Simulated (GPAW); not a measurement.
# Core-hole calculation of the Se K edge in CuSe (P4/nmm), part 2 of 3

Aim: the near-edge shape at the Se K edge of CuSe (P4/nmm), and what the core hole does to it.

GPAW 26.7.0; X-ray absorption from dipole matrix elements to empty bands, plane-wave PAW LDA.

So far. Step 2 (Ground state of the crystal): The mesh shows no gap, so the system is treated as a metal and the core electron is put at the Fermi level (neutral cell). Step 3 (Spectrum without a core hole, Se atom 1): Main maxima below 30 eV (height): 0.4 eV (1.32), 5.6 eV (1.64), 10.8 eV (1.24), 20.6 eV (1.03) and 26.4 eV (0.85). A K edge sees empty p states on the absorber.

## (5) Spectrum with XCH, Se atom 1

The holes are 7.5 Å apart. In GPAW the data set carries the hole's charge, so charge=0 means a charged cell and charge=-1 a neutral one. The excited electron is kept in the cell, where it fills the lowest empty states and screens the hole. After the field has converged, empty bands are computed with the density fixed and the dipole matrix elements are summed.

Contents of xas.py:

```python
import numpy as np
from ase import Atoms
from ase.parallel import parprint, paropen
from gpaw import GPAW, PW, FermiDirac, Mixer, MixerDif, setup_paths
from gpaw.test import gen
setup_paths.insert(0, '.')
gen('Se', name='fch1s', xcname='LDA', corehole=(1, 0, 1), write_xml=True)
from gpaw.mpi import world
world.barrier()

atoms = Atoms('Se8Cu8',
    cell=[[0, 7.5491599, 0],
     [-7.5491599, 0, 0],
     [3.77457995, 3.77457995, 5.43834287]],
    scaled_positions=[[0.11149821, 0.13850179, 0.27700358],
     [0.11149821, 0.63850179, 0.27700358],
     [0.61149821, 0.13850179, 0.27700358],
     [0.61149821, 0.63850179, 0.27700358],
     [0.63850179, 0.11149821, 0.72299642],
     [0.63850179, 0.61149821, 0.72299642],
     [0.13850179, 0.11149821, 0.72299642],
     [0.13850179, 0.61149821, 0.72299642],
     [0.25, 0.75, 0],
     [0.25, 0.25, 0],
     [0.75, 0.75, 0],
     [0.75, 0.25, 0],
     [0, 0, 0],
     [0, 0.5, 0],
     [0.5, 0, 0],
     [0.5, 0.5, 0]],
    pbc=True)
atoms.calc = calc = GPAW(legacy_gpaw=True, mode=PW(430), xc='LDA', setups={0: 'fch1s'},
    kpts={'size': (4, 4, 4), 'gamma': True}, occupations=FermiDirac(0.1),
    charge=-1, mixer=Mixer(0.1, 5, 50), maxiter=150,
    convergence={'density': 0.0001}, txt='scf.txt')
energy = atoms.get_potential_energy() + calc.get_reference_energy()
ef = calc.get_fermi_level()
out = dict(energy=energy, fermi=ef, forces=atoms.get_forces().tolist())
parprint(f'all-electron energy {energy:.4f} eV, Fermi level {ef:.4f} eV')
ev = np.array([[calc.get_eigenvalues(k, s) for k in range(len(calc.get_ibz_k_points()))] for s in range(calc.get_number_of_spins())])
out['homo'], out['lumo'], out['counts'] = ev[ev < ef].max(), ev[ev > ef].min(), sorted(set((ev < ef).sum((0, 2)).tolist()))
out['filled'] = (ev[:, 0] < ef).sum(1).tolist()

from ase.units import Ha
from gpaw.xas import dipole_matrix_elements
nb = int(calc.get_number_of_electrons() / 2) + 187
top, nb = nb, nb + 8 + nb // 12
nscf = calc.fixed_density(kpts={'size': (4, 4, 4), 'gamma': True}, nbands=nb,
    convergence={'bands': top, 'eigenstates': 1e-5}, maxiter=60, txt='nscf.txt')
cell = atoms.cell.array
ops = [cell.T @ U.T @ np.linalg.inv(cell.T) for U in nscf.wfs.kd.symmetry.op_scc]
E = np.arange(-6, 34, 0.1)
fwhm = np.interp(E, [4, 25], [2.33, 3.5])
Y, X, zero, highest = 0, 0, 1e9, 1e9
for spin in range(nscf.get_number_of_spins()):
    wfs = nscf.wfs
    A = dipole_matrix_elements(wfs.setups[0])
    eps = np.zeros((wfs.kd.nibzkpts, nb))
    d = np.zeros((3, A.shape[1], wfs.kd.nibzkpts, nb), complex)
    for kpt in wfs.kpt_u:
        if kpt.s == spin and 0 in kpt.P_ani:
            eps[kpt.k] = kpt.eps_n * Ha
            d[:, :, kpt.k] = (kpt.weight * wfs.nspins / 2) ** 0.5 * np.inner(A, kpt.P_ani[0])
    world.sum(eps)
    world.sum(d)
    T = np.einsum('amkn,bmkn->abkn', d, d.conj()).real
    T = sum(np.einsum('ai,ijkn,bj->abkn', R, T, R) for R in ops) / len(ops)
    empty = eps > ef
    zero, highest = min(zero, eps[empty].min()), min(highest, eps[:, top - 1].min())
    lines = [(eps, T, empty)] if spin == 0 else lines + [(eps, T, empty)]
for eps, T, empty in lines:
    f = np.einsum('aakn->akn', T).reshape(3, -1)
    x = eps.ravel() - zero
    w = np.interp(x, E, fwhm) / 2.35482
    g = np.exp(-0.5 * ((E[:, None] - x) / w) ** 2) / (w * (2 * np.pi) ** 0.5)
    Y = Y + (f * empty.ravel()) @ g.T
    X = X + (f * ~empty.ravel()) @ g.T
out.update(E=E.round(2).tolist(), xas=Y.tolist(), xes=X.tolist(), zero=zero, valid=highest - zero, nk=len(eps), nb=nb)
for i in range(0, len(E), 10):
    parprint(f'{E[i]:7.2f}', *(f'{v:10.3e}' for v in Y[:, i]))
import json
with paropen('out.json', 'w') as f:
    json.dump(out, f)
```

The run is started by

```bash
$ OMP_NUM_THREADS=1 mpirun -n 4 gpaw python xas.py
```

Numbers of over 12 decimals in the logs are rounded to 6 here.

What it wrote:

```text
Input parameters:
  charge: -1
  convergence: {density: 0.0001}
  kpts: {gamma: True,
         size: (4, 4, 4)}
  maxiter: 150
  mixer: {backend: pulay,
          beta: 0.1,
          method: separate,
          nmaxold: 5,
          weight: 50}
  mode: {ecut: 430.0,
         name: pw}
  occupations: {fixmagmom: False,
                name: fermi-dirac,
                width: 0.1}
  setups: {0: fch1s}

Initialize ...

[... PAW data sets ...]

Reference energy: -875064.982952  # eV

Spin-paired calculation

[... convergence settings ...]
Symmetries present (total): 2
  [... symmetry matrices ...]

64 k-points: 4 x 4 x 4 Monkhorst-Pack grid + [1/8,1/8,1/8]
24 k-points in the irreducible part of the Brillouin zone
       k-points in crystal coordinates                weights
   0:     0.00000000    0.00000000    0.00000000          1/64
   1:     0.00000000    0.00000000    0.25000000          2/64
   2:     0.00000000    0.00000000    0.50000000          1/64
   3:     0.00000000    0.25000000    0.00000000          4/64
   4:     0.00000000    0.25000000    0.50000000          4/64
   5:     0.00000000    0.50000000    0.25000000          2/64
   6:     0.00000000    0.50000000    0.50000000          2/64
   7:     0.25000000    0.00000000   -0.25000000          2/64
   8:     0.25000000    0.00000000    0.00000000          2/64
   9:     0.25000000    0.00000000    0.25000000          2/64
          ...
  23:     0.50000000    0.50000000    0.50000000          2/64

Wave functions: Plane wave expansion
  Cutoff energy: 430.000 eV
  Number of coefficients (min, max): 6247, 6314
  Pulay-stress correction: 0.000000 eV/Ang^3 (de/decut=0.000000)
  Using FFTW library
  Wavefunction extrapolation:
    Improved wavefunction reuse through dual PAW basis

Occupation numbers: Fermi-Dirac:
  width: 0.1000  # eV

Eigensolver
   Davidson(niter=2)

Densities:
  Coarse grid: 40*40*40 grid
  Fine grid: 80*80*80 grid
  Total Charge: 0.000000

Density mixing:
  Method: separate
  Backend: pulay
  Linear mixing parameter: 0.1
  old densities: 5
  Width of damping distribution: 1.1
  Damping of long wavelength oscillations: 50

[... Hamiltonian set-up ...]
Number of atoms: 16
Number of atomic orbitals: 104
Number of bands in calculation: 87
Number of valence electrons: 137
Bands to converge: occupied

... initialized

Initializing position-dependent things.

Density initialized from atomic densities
Creating initial wave functions:
  87 bands from LCAO basis set

                     Se       Se

                  Se        Se

               Se       Se

          Cu Se     CuSe
              Cu       Cu
        Cu       Cu
            Cu       Cu

Atomic positions and initial magnetic moments

Positions:
   0 Se     0.000000    1.887290    1.506440    ( 0.0000,  0.0000,  0.0000)
   1 Se    -3.774580    1.887290    1.506440    ( 0.0000,  0.0000,  0.0000)
   2 Se     0.000000    5.661870    1.506440    ( 0.0000,  0.0000,  0.0000)
   3 Se    -3.774580    5.661870    1.506440    ( 0.0000,  0.0000,  0.0000)
   4 Se     1.887290    7.549160    3.931902    ( 0.0000,  0.0000,  0.0000)
   5 Se    -1.887290    7.549160    3.931902    ( 0.0000,  0.0000,  0.0000)
   6 Se     1.887290    3.774580    3.931902    ( 0.0000,  0.0000,  0.0000)
[...]
13 Cu    -3.774580    0.000000    0.000000    ( 0.0000,  0.0000,  0.0000)
  14 Cu     0.000000    3.774580    0.000000    ( 0.0000,  0.0000,  0.0000)
  15 Cu    -3.774580    3.774580    0.000000    ( 0.0000,  0.0000,  0.0000)

Unit cell:
           periodic     x           y           z      points  spacing
  1. axis:    yes    0.000000    7.549160    0.000000    40     0.1550
  2. axis:    yes   -7.549160    0.000000    0.000000    40     0.1550
  3. axis:    yes    3.774580    3.774580    5.438343    40     0.1360

  Lengths:   7.549160   7.549160   7.620399
  Angles:  119.691234  60.308766  90.000000

Effective grid spacing dv^(1/3) = 0.1692

iter:   1   -97.243408
iter:   2   -86.062792   -0.60  -1.16
iter:   3   -83.486074   -0.77  -1.35
iter:   4   -82.488275   -1.78  -1.48
iter:   5   -82.375643   -1.76  -1.57
iter:   6   -81.989659   -2.02  -1.72
iter:   7   -81.919557   -2.86  -1.84
iter:   8   -81.862577   -2.95  -2.21
iter:   9   -81.856665c  -3.29  -2.65
iter:  10   -81.856073c  -4.95  -3.01
iter:  11   -81.855646c  -4.72  -3.09
iter:  12   -81.855978c  -4.93  -3.34
iter:  13   -81.855710c  -5.30  -3.47
iter:  14   -81.855745c  -6.13  -3.65
iter:  15   -81.855843c  -5.83  -3.78
iter:  16   -81.855763c  -6.71  -4.06c
iter:  17   -81.855810c  -6.20  -4.26c
iter:  18   -81.855786c  -7.19  -4.41c
iter:  19   -81.855782c  -7.93c -4.64c

Converged after 19 iterations.

Dipole moment: (23.849784, -24.382147, -0.165710) |e|*Ang

Energy contributions relative to reference atoms: (reference = -875064.982952)

Kinetic:        -16.140650
Potential:       -5.115632
External:        +0.000000
XC:             -60.873061
Entropy (-ST):   -0.356317
Local:           +0.451719
SIC:             +0.000000
--------------------------
Free energy:    -82.033940
Extrapolated:   -81.855782

Showing only first 2 kpts
 Kpt  Band  Eigenvalues  Occupancy
  0    66      5.29897    0.21138
  0    67      5.33359    0.15430
  0    68      5.40681    0.07729
  0    69      5.41958    0.06834

  1    66      5.06582    1.09766
  1    67      5.06582    1.09766
  1    68      5.35835    0.12253
[...]
Fermi level: 5.08542

No gap
No difference between direct/indirect transitions

Forces in eV/Ang:
  0 Se    0.00000   -0.00000    0.78215
  1 Se    0.00000   -0.00000   -0.20508
  2 Se    0.00000   -0.00000   -0.20508
  3 Se    0.00000   -0.00000   -0.22314
  4 Se    0.07850   -0.07850    0.31575
  5 Se   -0.07850   -0.07850    0.31575
  6 Se    0.07850    0.07850    0.31575
[...]
13 Cu    0.00000    0.00716    0.01680
 14 Cu    0.00000    0.48874   -0.37196
 15 Cu    0.00000   -0.00716    0.01680
Scalar-relativistic atomic LDA calculation for Se (Selenium, Z=34)
Core hole in 1s state (1s occupation: 1.0)
600 radial gridpoints.
|------------------------------------------------|
|------------------------------------------------|
[... the atom generator's iteration count ...]

Energy contributions:
-------------------------
Kinetic:    +1992.176532
XC:           -74.936171
Potential:  -3877.301897
-------------------------
Total:      -1960.061536

state      eigenvalue         ekin         rmax
-----------------------------------------------
1s^1.0 :  -473.814066   594.491378        0.029
2s^2.0 :   -62.777713   119.273514        0.162
2p^6.0 :   -56.419235   117.661311        0.128
3s^2.0 :    -8.945456    28.579454        0.490
3p^6.0 :    -6.765340    26.386029        0.482
3d^10.0:    -2.900021    21.587394        0.429
4s^2.0 :    -1.105925     4.504829        1.414
4p^4.0 :    -0.649487     3.202895        1.619
-----------------------------------------------
(units: Bohr and Hartree)

Generating PAW setup
Kinetic energy of the core from tauc = 1992.701229521997
Cutoffs:
rc(s)=1.600
rc(p)=1.900
rc(d)=1.600
rc(vbar)=1.440
rc(comp)=1.600
rc(nct)=1.900

Kinetic energy of the core states: 1970.355293
Charge: 1.0
Core electrons: 27.0
Valence electrons: 6.0
Pseudo-core charge: 0.688517
Shape function alpha=3.906
Pseudo-electron charge 7.123653
state    eigenvalue         norm
--------------------------------
4s(2) :    -1.105925     1.147115
*s    :    -0.105925
4p(4) :    -0.649487     1.035227
*p    :     0.350513
*d    :     0.000000
--------------------------------

Diagonalizing with gridspacing h=0.050

state   all-electron     PAW
-------------------------------
4s:      -1.105925    -1.106630
4p:      -0.649487    -0.650084
*d:                   -0.134651
*f:                   -0.017877
-------------------------------
all-electron energy -875146.8387 eV, Fermi level 5.0854 eV
[...]
31.00  9.656e-08  9.656e-08  9.727e-08
  32.00  9.807e-08  9.807e-08  9.362e-08
  33.00  8.968e-08  8.968e-08  8.219e-08
```

It took 15 min on 4 MPI ranks of Arm Neoverse N1, shared host; peak memory 0.72 GiB; 61 min of CPU time.

The Se K spectrum, Se atom 1, excited-electron core hole (neutral cell) (energy from the lowest empty level; intensity scaled to a mean of 1 over the first 20 eV; polarised curves are means over the symmetry-equivalent atoms):

```
E (eV)  isotropic  ε ⊥ c  ε ∥ c
  -2.0       0.03   0.03   0.01
  -0.5       0.29   0.36   0.14
   1.0       0.36   0.43   0.20
   2.5       0.41   0.28   0.68
   4.0       1.46   1.20   1.97
   5.5       1.62   1.70   1.46
   7.0       1.02   1.15   0.78
   8.5       1.03   1.08   0.92
  10.0       1.34   1.34   1.33
  11.5       1.24   1.20   1.30
  13.0       0.98   0.95   1.04
  14.5       0.79   0.78   0.82
  16.0       0.80   0.79   0.82
  17.5       0.97   0.99   0.94
  19.0       1.05   1.06   1.02
  20.5       1.01   1.00   1.04
  22.0       0.93   0.92   0.95
  23.5       0.81   0.82   0.80
  25.0       0.84   0.85   0.83
  26.5       0.93   0.93   0.94
  28.0       0.92   0.91   0.95
  29.5       0.98   0.96   1.01
  31.0       1.12   1.11   1.12
```

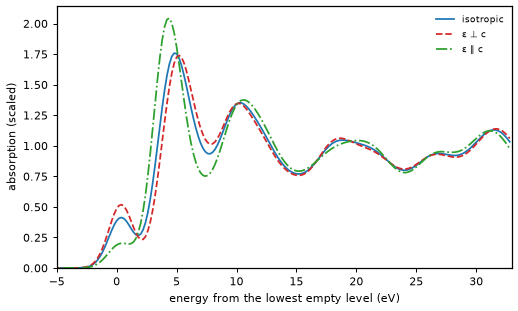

The Se K edge, Se atom 1, excited-electron core hole (neutral cell): main maxima at 4.8, 10.2 and 18.8 eV.

Main maxima below 30 eV (height): 0.4 eV (0.41), 4.8 eV (1.76), 10.2 eV (1.35) and 18.8 eV (1.05). 

## (6) Supercell without a hole, the energy reference

The cell and mesh change for the next run, so it gets a reference energy of its own.

Contents of scf.py:

```python
import numpy as np
from ase import Atoms
from ase.parallel import parprint, paropen
from gpaw import GPAW, PW, FermiDirac, Mixer, MixerDif, setup_paths
from gpaw.test import gen
setup_paths.insert(0, '.')
gen('Se', name='nch1s', xcname='LDA', corehole=(1, 0, 0), write_xml=True)
from gpaw.mpi import world
world.barrier()

atoms = Atoms('Se4Cu4',
    cell=[[-3.77457995, 3.77457995, 0],
     [-3.77457995, -3.77457995, 0],
     [3.77457995, 0, 5.43834287]],
    scaled_positions=[[0.38850179, 0.88850179, 0.27700358],
     [0.88850179, 0.38850179, 0.27700358],
     [0.11149821, 0.11149821, 0.72299642],
     [0.61149821, 0.61149821, 0.72299642],
     [0, 0.5, 0],
     [0.5, 0, 0],
     [0, 0, 0],
     [0.5, 0.5, 0]],
    pbc=True)
atoms.calc = calc = GPAW(legacy_gpaw=True, mode=PW(430), xc='LDA', setups={0: 'nch1s'},
    kpts={'size': (5, 5, 5), 'gamma': True}, occupations=FermiDirac(0.1),
    charge=0, mixer=Mixer(0.1, 5, 50), maxiter=150,
    convergence={'density': 0.0001}, txt='scf.txt')
energy = atoms.get_potential_energy() + calc.get_reference_energy()
ef = calc.get_fermi_level()
out = dict(energy=energy, fermi=ef, forces=atoms.get_forces().tolist())
parprint(f'all-electron energy {energy:.4f} eV, Fermi level {ef:.4f} eV')
ev = np.array([[calc.get_eigenvalues(k, s) for k in range(len(calc.get_ibz_k_points()))] for s in range(calc.get_number_of_spins())])
out['homo'], out['lumo'], out['counts'] = ev[ev < ef].max(), ev[ev > ef].min(), sorted(set((ev < ef).sum((0, 2)).tolist()))
out['filled'] = (ev[:, 0] < ef).sum(1).tolist()
import json
with paropen('out.json', 'w') as f:
    json.dump(out, f)
```

The run is started by

```bash
$ OMP_NUM_THREADS=1 mpirun -n 4 gpaw python scf.py
```

What it wrote:

```text
Input parameters:
  convergence: {density: 0.0001}
  kpts: {gamma: True,
         size: (5, 5, 5)}
  maxiter: 150
  mixer: {backend: pulay,
          beta: 0.1,
          method: separate,
          nmaxold: 5,
          weight: 50}
  mode: {ecut: 430.0,
         name: pw}
  occupations: {fixmagmom: False,
                name: fermi-dirac,
                width: 0.1}
  setups: {0: nch1s}

Initialize ...

[...]
warnings.warn('Using symmetrized grid: ({},{},{}).\n'.format(*N_c))
<dir> UserWarning: Using symmetrized grid: (32,32,32).

  warnings.warn('Using symmetrized grid: ({},{},{}).\n'.format(*N_c))
<dir> UserWarning: Initial realspace grid (27,27,32) inconsistent with symmetries.
  warnings.warn(
<dir> UserWarning: Using symmetrized grid: (32,32,32).

  warnings.warn('Using symmetrized grid: ({},{},{}).\n'.format(*N_c))
all-electron energy -443908.5396 eV, Fermi level 5.0148 eV
[key lines of the parts left out:]
Converged after 14 iterations.
Dipole moment: (0.000000, 0.000000, 0.000000) |e|*Ang
Free energy:    -35.551106
Fermi level: 5.01480
```

It took 52 s on 4 MPI ranks; peak memory 0.25 GiB.

Reference energy: -443908.540 eV with the cores included.

## (7) Spectrum with XCH, Se atom 1

A smaller cell brings the holes closer; here they are 5.3 Å apart.

Changed against the first core-hole run: supercell atoms from 16 to 8; the field's mesh follows (4×4×4 to 5×5×5).

Edit xas.py of step 5 so:

```diff
@@ -10,21 +10,13 @@
 
-atoms = Atoms('Se8Cu8',
-    cell=[[0, 7.5491599, 0],
-     [-7.5491599, 0, 0],
-     [3.77457995, 3.77457995, 5.43834287]],
-    scaled_positions=[[0.11149821, 0.13850179, 0.27700358],
-     [0.11149821, 0.63850179, 0.27700358],
-     [0.61149821, 0.13850179, 0.27700358],
-     [0.61149821, 0.63850179, 0.27700358],
-     [0.63850179, 0.11149821, 0.72299642],
-     [0.63850179, 0.61149821, 0.72299642],
-     [0.13850179, 0.11149821, 0.72299642],
-     [0.13850179, 0.61149821, 0.72299642],
-     [0.25, 0.75, 0],
-     [0.25, 0.25, 0],
-     [0.75, 0.75, 0],
-     [0.75, 0.25, 0],
-     [0, 0, 0],
+atoms = Atoms('Se4Cu4',
+    cell=[[-3.77457995, 3.77457995, 0],
+     [-3.77457995, -3.77457995, 0],
+     [3.77457995, 0, 5.43834287]],
+    scaled_positions=[[0.38850179, 0.88850179, 0.27700358],
+     [0.88850179, 0.38850179, 0.27700358],
+     [0.11149821, 0.11149821, 0.72299642],
+     [0.61149821, 0.61149821, 0.72299642],
      [0, 0.5, 0],
      [0.5, 0, 0],
+     [0, 0, 0],
      [0.5, 0.5, 0]],
@@ -32,3 +24,3 @@
 atoms.calc = calc = GPAW(legacy_gpaw=True, mode=PW(430), xc='LDA', setups={0: 'fch1s'},
-    kpts={'size': (4, 4, 4), 'gamma': True}, occupations=FermiDirac(0.1),
+    kpts={'size': (5, 5, 5), 'gamma': True}, occupations=FermiDirac(0.1),
     charge=-1, mixer=Mixer(0.1, 5, 50), maxiter=150,
@@ -45,5 +37,5 @@
 from gpaw.xas import dipole_matrix_elements
-nb = int(calc.get_number_of_electrons() / 2) + 187
+nb = int(calc.get_number_of_electrons() / 2) + 95
 top, nb = nb, nb + 8 + nb // 12
-nscf = calc.fixed_density(kpts={'size': (4, 4, 4), 'gamma': True}, nbands=nb,
+nscf = calc.fixed_density(kpts={'size': (5, 5, 5), 'gamma': True}, nbands=nb,
     convergence={'bands': top, 'eigenstates': 1e-5}, maxiter=60, txt='nscf.txt')
```

The run is started by

```bash
$ OMP_NUM_THREADS=1 mpirun -n 4 gpaw python xas.py
```

What it wrote:

```text
Input parameters:
  charge: -1
  convergence: {density: 0.0001}
  kpts: {gamma: True,
         size: (5, 5, 5)}
  maxiter: 150
  mixer: {backend: pulay,
          beta: 0.1,
          method: separate,
          nmaxold: 5,
          weight: 50}
  mode: {ecut: 430.0,
         name: pw}
  occupations: {fixmagmom: False,
                name: fermi-dirac,
                width: 0.1}
  setups: {0: fch1s}

Initialize ...

[...]
warnings.warn('Using symmetrized grid: ({},{},{}).\n'.format(*N_c))
<dir> UserWarning: Using symmetrized grid: (32,32,32).

  warnings.warn('Using symmetrized grid: ({},{},{}).\n'.format(*N_c))
<dir> UserWarning: Using symmetrized grid: (32,32,32).

  warnings.warn('Using symmetrized grid: ({},{},{}).\n'.format(*N_c))
all-electron energy -431238.2762 eV, Fermi level 5.1513 eV
[...]
32.00  9.657e-08  9.657e-08  9.347e-08
  33.00  9.240e-08  9.240e-08  8.714e-08
[key lines of the parts left out:]
Converged after 17 iterations.
Dipole moment: (-0.421706, -0.476657, -0.164078) |e|*Ang
Free energy:    -46.460381
Fermi level: 5.15134
```

Run time: 3.6 min. Hardware: 4 MPI ranks; peak memory 0.41 GiB.

```
E (eV)  first run  this run
  -2.0       0.03      0.04
  -1.0       0.17      0.22
   0.0       0.39      0.49
   1.0       0.36      0.44
   2.0       0.28      0.30
   3.0       0.69      0.69
   4.0       1.46      1.40
   5.0       1.75      1.69
   6.0       1.40      1.44
   7.0       1.02      1.09
   8.0       0.95      0.97
   9.0       1.15      1.10
  10.0       1.34      1.25
  11.0       1.30      1.28
  12.0       1.16      1.19
  13.0       0.98      1.00
  14.0       0.83      0.83
  15.0       0.77      0.77
  16.0       0.80      0.82
  17.0       0.92      0.89
  18.0       1.02      0.96
  19.0       1.05      1.03
  20.0       1.02      1.07
  21.0       0.99      1.02
  22.0       0.93      0.91
  23.0       0.84      0.84
  24.0       0.80      0.83
  25.0       0.84      0.85
  26.0       0.91      0.87
  27.0       0.94      0.88
  28.0       0.92      0.92
  29.0       0.94      0.97
  30.0       1.03      1.03
  31.0       1.12      1.09
  32.0       1.11      1.10
```

Against the first run the r.m.s. difference is 4 %. The highest intensity below 24 eV goes from 4.8 eV (1.76) to 5.0 eV (1.69).

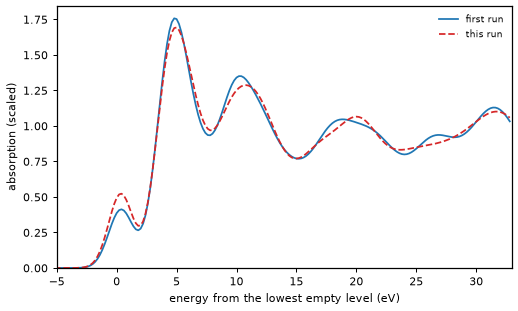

The effect of the change (supercell atoms from 16 to 8).

The photon energy of the zero moves by +0.01 eV.

[end of part 2 of 3]

[Banner, clock and machine lines of the logs are left out without a mark of their own.]

[Logs are printed without paths, hosts, clocks, repeated set-up lines and the standing remarks that a program may print on its own settings, such as how far it seeks lower states.]

[Hosts, paths, dates, database ids (printed as entryN), source tags and the programs' standing remarks are cut or masked in the printed files.]

[Lists of maxima count a maximum above −3 eV only where it reaches 4 % of the highest in the window and stands out from its surroundings by 2 % of it (1.5 % where it reaches 55 %); shoulders and weaker maxima are passed over, and of the rest the first, up to two pre-edge ones and the few strongest are named.]
